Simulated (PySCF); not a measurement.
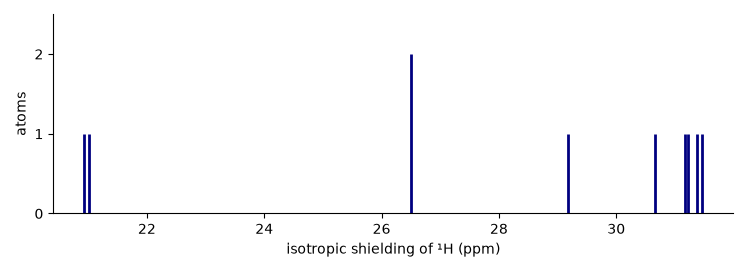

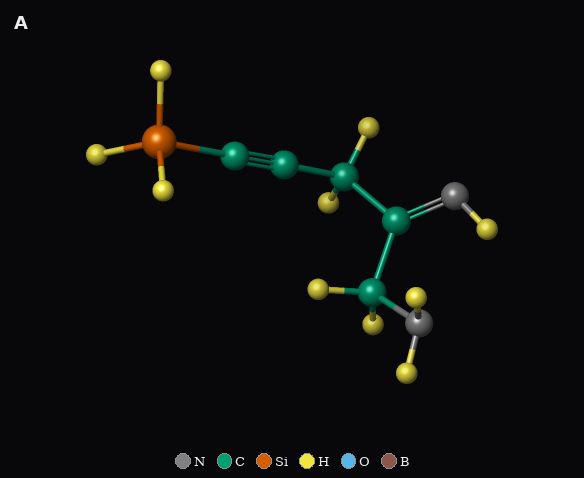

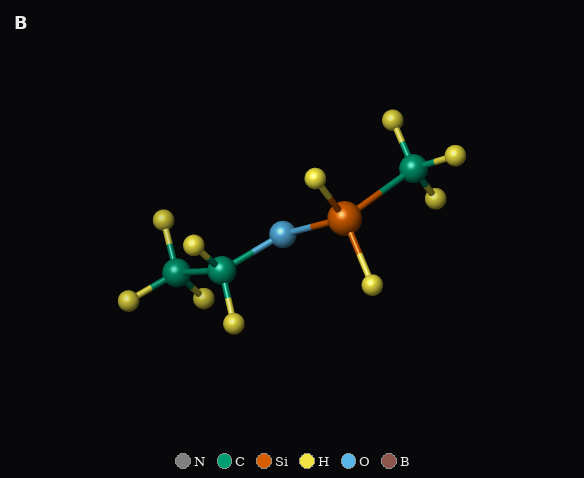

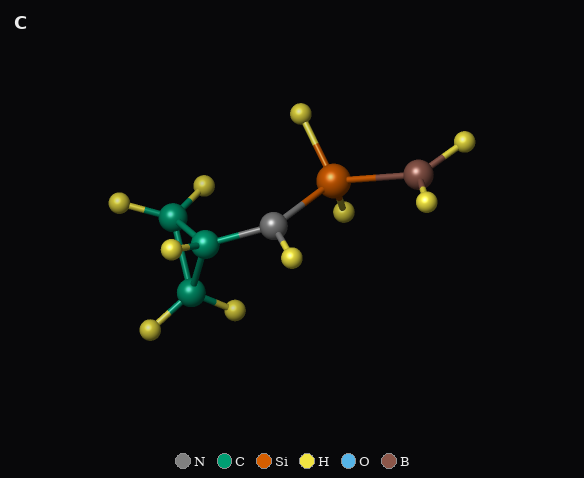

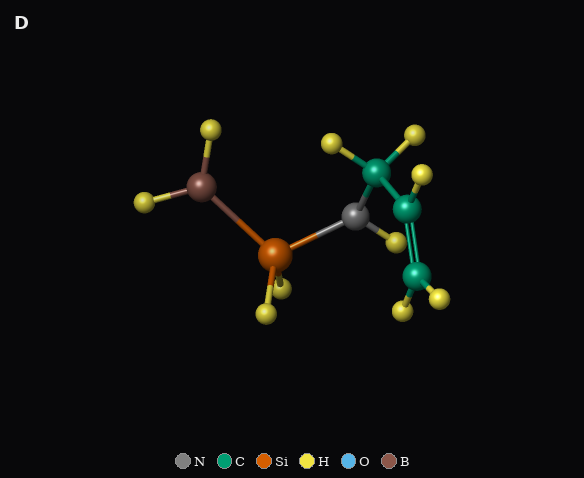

The sticks are computed shieldings of one of the molecules, for one fixed geometry (GFN2-xTB) without averaging over rotations. Low shielding means a high chemical shift. Method: GIAO PBE0/pcSseg-1 NMR shielding, non-relativistic, gas phase (PySCF 2.14.0).

Match the spectrum to a structure.

Answer. C, `B[SiH2]NC1CC1`. Its 10 H atoms give lines at 20.93, 21.01, 26.50 (2 atoms), 29.17, 30.66, 31.17, 31.22, 31.38, 31.47 ppm.

The geometry is semi-empirical. Around B, Si such bond lengths and angles can be off by a tenth of an ångström or more and by several degrees, and values that hang on the shape move with them.
